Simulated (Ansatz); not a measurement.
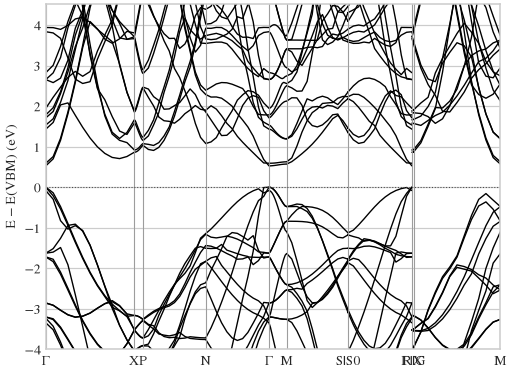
Band structure from the program Ansatz at the r²SCAN level (PAW)

**Question.** Read off the gap and where the band edges lie.

**Answer.** About 0.5 eV (0.53 eV by a search for the band edges); maximum at Γ, minimum at Γ.

The material is SiGe in space group I-4m2 (No. 119; Pearson symbol tI20).

The start of the workflow was typed in or built on a structure type; neither database checked (COD, Materials Project) lists it. Its standing as an ambient phase is unchecked. Symmetry was held in the r²SCAN relaxation; whether a distortion lowers the energy is not shown. Scalar-relativistic: spin–orbit coupling is off unless named, which matters more the heavier the elements.

Potentials: the earlier of the program's two PAW sets.
